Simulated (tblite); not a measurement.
# C7H14N2Si: geometry relaxation (part 2 of 2)

C7H14N2Si, SMILES C#C[Si@@H]1NC[C@@H](C(C)C)N1; GFN2-xTB geometry optimisation, gas phase (tblite 0.8.0). 

Geometry of the input (Å):
```
C  2.8558  -2.7575  -1.8204
C  2.6563  -1.7453  -1.2177
Si 2.4071  -0.2109  -0.2944
N  1.7788  -0.4891  1.3429
C  0.3805  -0.6529  1.1142
C  -0.1065  0.0409  -0.0811
C  -1.1735  1.0428  0.3130
C  -2.3514  0.3689  0.9895
C  -1.7098  1.8083  -0.8531
N  0.9160  0.6059  -0.8829
H  3.0145  -3.6456  -2.3704
H  3.5487  0.6654  -0.2583
H  2.2390  -1.2572  1.8717
H  0.1465  -1.7516  1.0085
H  -0.1827  -0.3105  2.0268
H  -0.6339  -0.7155  -0.7150
H  -0.7802  1.7902  1.0489
H  -2.2065  0.2797  2.0773
H  -3.2414  1.0380  0.8076
H  -2.6055  -0.6124  0.5267
H  -2.8104  1.9553  -0.6430
H  -1.6765  1.2070  -1.7983
H  -1.2639  2.8149  -0.9672
H  0.7872  0.5511  -1.9115
```

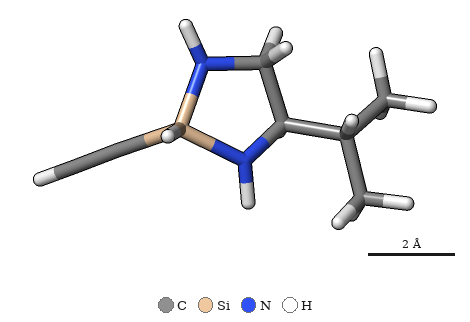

The geometry at step 115 of the log (stick view, seen at a tilt).

Trajectory as extended XYZ, continued:
```
24
Properties=species:S:1:pos:R:3:forces:R:3 step=76 energy=-807.38653
C     3.2610   -2.6427   -2.1048    0.0170   0.0050  -0.0510
C     2.9364   -1.7454   -1.3743    0.0310   0.0480  -0.0320
Si    2.3673   -0.3272   -0.3158   -0.0120  -0.0920   0.0160
N     1.6895   -1.0373    1.0935    0.0690   0.0140   0.0770
C     0.3247   -0.6350    1.3331    0.0100  -0.0160   0.0080
C    -0.2520   -0.0885    0.0153   -0.0700   0.0650  -0.0140
C    -1.2938    1.0143    0.2939   -0.0200   0.1020  -0.0520
C    -2.5225    0.4298    0.9937    0.0520   0.0230  -0.0200
C    -1.7060    1.7578   -0.9769    0.0130   0.0840  -0.0210
N     0.8767    0.4089   -0.7488   -0.0620  -0.0070   0.0410
H     3.5515   -3.4266   -2.7442    0.0110  -0.0240   0.0190
H     3.3901    0.7153   -0.2279    0.0040  -0.0020   0.0380
H     2.2094   -1.2412    1.9306   -0.0350  -0.0250  -0.0430
H    -0.2521   -1.4991    1.6802   -0.0270  -0.0280  -0.0160
H     0.2610    0.1396    2.1096    0.0630   0.0390  -0.0030
H    -0.7503   -0.9060   -0.5300    0.0060   0.0020   0.0130
H    -0.8296    1.7532    0.9574    0.0410  -0.0510   0.0260
H    -2.2252   -0.1469    1.8655   -0.0570   0.0460   0.0260
H    -3.1959    1.2235    1.3124    0.0490   0.0020  -0.0050
H    -3.0734   -0.2255    0.3240    0.0320  -0.0400  -0.0620
H    -2.4286    2.5338   -0.7330   -0.0590  -0.0310   0.0270
H    -2.1594    1.0888   -1.7055    0.0410  -0.0540   0.0230
H    -0.8462    2.2494   -1.4294   -0.0320  -0.0760   0.0010
H     0.6556    0.6267   -1.7047   -0.0660   0.0170   0.0060
24
Properties=species:S:1:pos:R:3:forces:R:3 step=96 energy=-807.41479
C     3.3596   -2.6023   -2.1767   -0.0060   0.0210   0.0000
C     2.9642   -1.7362   -1.4428    0.0000  -0.0600  -0.0230
Si    2.3352   -0.3898   -0.3310   -0.0070   0.0040   0.0480
N     1.6420   -1.1376    1.0530   -0.0020  -0.0100   0.0650
C     0.3318   -0.6113    1.3614   -0.0210  -0.0220   0.0090
C    -0.2745   -0.0833    0.0501    0.0200   0.0080   0.0180
C    -1.2946    1.0406    0.3104   -0.0060  -0.0050  -0.0080
C    -2.5371    0.4818    1.0029    0.0020   0.0080   0.0220
C    -1.7093    1.7406   -0.9818   -0.0360  -0.0250  -0.0500
N     0.8510    0.3728   -0.7415    0.0290   0.0080   0.0110
H     3.7064   -3.3653   -2.8145    0.0030   0.0210   0.0100
H     3.3644    0.6381   -0.1515   -0.0010   0.0250  -0.0040
H     2.1736   -1.4110    1.8629   -0.0460  -0.0180  -0.0300
H    -0.2941   -1.4026    1.7896    0.0180   0.0050  -0.0260
H     0.3866    0.2088    2.0937    0.0240  -0.0120  -0.0360
H    -0.7989   -0.9075   -0.4633    0.0500   0.0210   0.0180
H    -0.8261    1.7859    0.9622    0.0210  -0.0220   0.0130
H    -2.2844    0.0061    1.9467    0.0170  -0.0070  -0.0050
H    -3.2393    1.2877    1.2077   -0.0220  -0.0310  -0.0100
H    -3.0292   -0.2535    0.3661    0.0360   0.0550   0.0380
H    -2.5126    2.4455   -0.7736    0.0280  -0.0070  -0.0480
H    -2.0666    1.0128   -1.7081   -0.0370   0.0080  -0.0070
H    -0.8788    2.2876   -1.4194    0.0140   0.0120   0.0220
H     0.6190    0.6120   -1.6887   -0.0750   0.0220  -0.0280
24
Properties=species:S:1:pos:R:3:forces:R:3 step=115 energy=-807.42123
C     3.3972   -2.5659   -2.2007   -0.0010   0.0050  -0.0030
C     2.9623   -1.7420   -1.4419    0.0060  -0.0050   0.0020
Si    2.3193   -0.4136   -0.3176    0.0180   0.0010   0.0010
N     1.6039   -1.1839    1.0430    0.0180  -0.0020  -0.0010
C     0.3269   -0.5972    1.3741    0.0010  -0.0040  -0.0110
C    -0.2787   -0.0768    0.0629   -0.0060   0.0080  -0.0090
C    -1.2954    1.0522    0.3063   -0.0200  -0.0040   0.0050
C    -2.5286    0.5010    1.0203   -0.0060  -0.0080   0.0130
C    -1.7134    1.7232   -1.0020   -0.0080  -0.0020   0.0010
N     0.8466    0.3682   -0.7347   -0.0010   0.0110  -0.0070
H     3.7744   -3.2985   -2.8554    0.0020  -0.0070  -0.0070
H     3.3409    0.6217   -0.1237    0.0020  -0.0060   0.0150
H     2.1170   -1.5225    1.8386    0.0110  -0.0020   0.0020
H    -0.3193   -1.3520    1.8316   -0.0110  -0.0080   0.0070
H     0.4368    0.2386    2.0806   -0.0070  -0.0020   0.0050
H    -0.8004   -0.9079   -0.4387    0.0040  -0.0020  -0.0170
H    -0.8187    1.8061    0.9429   -0.0070  -0.0020  -0.0190
H    -2.2603    0.0453    1.9702   -0.0120   0.0250  -0.0120
H    -3.2448    1.2976    1.2121    0.0170  -0.0080  -0.0040
H    -3.0129   -0.2533    0.4018    0.0050   0.0190   0.0200
H    -2.5082    2.4421   -0.8127    0.0070  -0.0080  -0.0090
H    -2.0820    0.9830   -1.7109   -0.0010   0.0100   0.0160
H    -0.8774    2.2542   -1.4502   -0.0110  -0.0080  -0.0010
H     0.6030    0.6003   -1.6822   -0.0010   0.0010   0.0130
24
Properties=species:S:1:pos:R:3:forces:R:3 step=134 energy=-807.42802
C     3.3951   -2.5226   -2.2135    0.0050   0.0030  -0.0130
C     2.9831   -1.7052   -1.4350   -0.0010   0.0090   0.0200
Si    2.3396   -0.4104   -0.2704    0.0090  -0.0210  -0.0040
N     1.5699   -1.2283    1.0314   -0.0140  -0.0130   0.0190
C     0.2895   -0.6375    1.3455    0.0300  -0.0030   0.0170
C    -0.2636   -0.0609    0.0363   -0.0110   0.0050   0.0010
C    -1.2821    1.0646    0.2787   -0.0250   0.0120   0.0210
C    -2.4788    0.5497    1.0776   -0.0200   0.0010   0.0190
C    -1.7614    1.6659   -1.0420   -0.0020   0.0120   0.0130
N     0.8923    0.4137   -0.6990    0.0030   0.0000  -0.0080
H     3.7550   -3.2461   -2.8885    0.0030   0.0070   0.0050
H     3.3642    0.5991    0.0145    0.0190  -0.0070  -0.0060
H     2.0529   -1.6133    1.8251   -0.0090   0.0100  -0.0010
H    -0.3864   -1.3984    1.7474    0.0230  -0.0100   0.0170
H     0.3886    0.1680    2.0894   -0.0160  -0.0150  -0.0260
H    -0.7641   -0.8697   -0.5191   -0.0250  -0.0180  -0.0050
H    -0.7822    1.8500    0.8561    0.0060   0.0050  -0.0130
H    -2.1762    0.2148    2.0661    0.0000  -0.0060  -0.0090
H    -3.2190    1.3381    1.2002    0.0210   0.0090  -0.0080
H    -2.9536   -0.2826    0.5614    0.0240   0.0030  -0.0120
H    -2.5419    2.4006   -0.8543    0.0100   0.0060  -0.0160
H    -2.1697    0.8899   -1.6869    0.0010   0.0010  -0.0050
H    -0.9453    2.1632   -1.5612   -0.0310  -0.0100   0.0000
H     0.6823    0.6772   -1.6460    0.0030   0.0200  -0.0050
24
Properties=species:S:1:pos:R:3:forces:R:3 step=153 energy=-807.43003
C     3.4192   -2.4930   -2.2307   -0.0010   0.0050  -0.0020
C     2.9946   -1.7059   -1.4281   -0.0030  -0.0010  -0.0070
Si    2.3413   -0.4281   -0.2517   -0.0060  -0.0060   0.0010
N     1.5499   -1.2541    1.0323    0.0030  -0.0040   0.0050
C     0.2751   -0.6493    1.3414   -0.0040  -0.0030  -0.0010
C    -0.2653   -0.0624    0.0307   -0.0040   0.0020   0.0030
C    -1.2782    1.0702    0.2686   -0.0030   0.0010   0.0000
C    -2.4634    0.5761    1.0965   -0.0020  -0.0020   0.0000
C    -1.7853    1.6410   -1.0556    0.0010  -0.0020  -0.0050
N     0.9039    0.4102   -0.6850   -0.0020   0.0000   0.0020
H     3.7886   -3.1948   -2.9229    0.0060  -0.0010   0.0040
H     3.3771    0.5637    0.0560    0.0050   0.0040  -0.0020
H     2.0228   -1.6443    1.8296   -0.0010   0.0020   0.0010
H    -0.4078   -1.4040    1.7427    0.0030  -0.0070   0.0010
H     0.3786    0.1557    2.0838   -0.0020   0.0000   0.0020
H    -0.7670   -0.8653   -0.5344    0.0030   0.0030   0.0020
H    -0.7638    1.8669    0.8169   -0.0020   0.0040   0.0000
H    -2.1501    0.2586    2.0870    0.0030   0.0030   0.0010
H    -3.1980    1.3705    1.2104    0.0040   0.0020   0.0020
H    -2.9441   -0.2649    0.6008    0.0010   0.0000  -0.0010
H    -2.5401    2.4027   -0.8714    0.0010  -0.0060   0.0010
H    -2.2321    0.8540   -1.6606   -0.0040   0.0040   0.0000
H    -0.9776    2.0991   -1.6204    0.0040   0.0060  -0.0020
H     0.7100    0.7170   -1.6222    0.0010  -0.0030  -0.0020
```

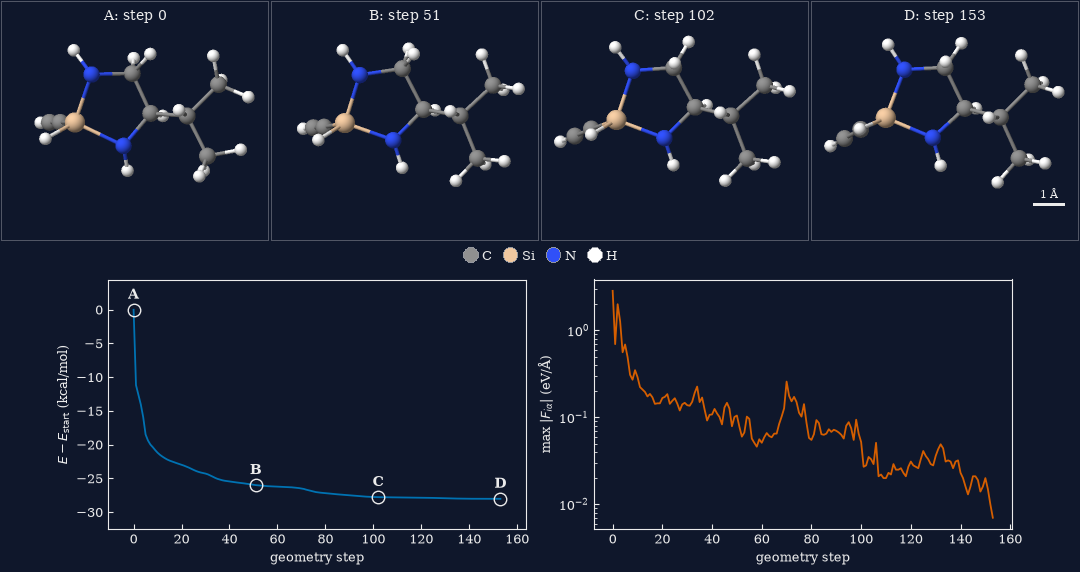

Frames of the relaxation (ball-and-stick view, seen at a tilt) above the curves, on which the letters mark them (steps are counted from 0).

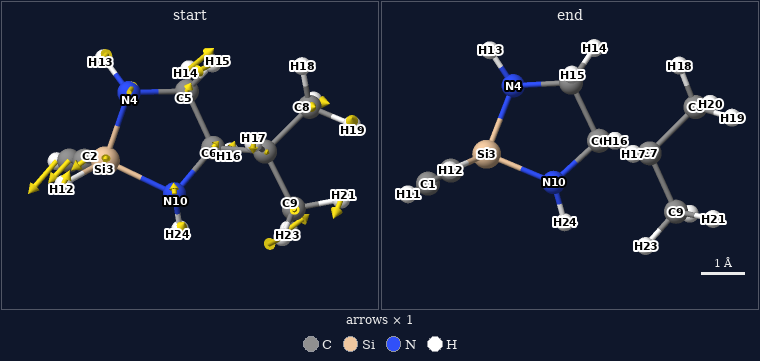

Before (left) and after (right) the relaxation, at one scale (ball-and-stick view, seen at a tilt). The yellow arrows give the displacements, at true length. H11 moves most after the best rigid fit: 1.04 Å. Largest moves by element: H 1.04 Å, N 0.85 Å, C 0.73 Å, Si 0.23 Å. Among the contacts that change: Si3–N10 1.799 → 1.719 Å, C5–C6 1.465 → 1.534 Å, Si3–N4 1.776 → 1.720 Å, C2–Si3 1.808 → 1.856 Å. Among the angles that change: Si3–N10–C6 103.4° → 113.0°, Si3–N10–H24 113.8° → 123.0°, C5–C6–N10 114.2° → 105.2°. After 153 geometry steps the energy has fallen by 28.0 kcal/mol. The largest force component goes from 2.9 to 0.007 eV/Å. (Atoms are counted from 1 in the order of the input.)

Results in brief:

- outcome: converged
- total energy: −807.4300 eV
- wall time: 1.7 s
- peak memory: 0.18 GiB
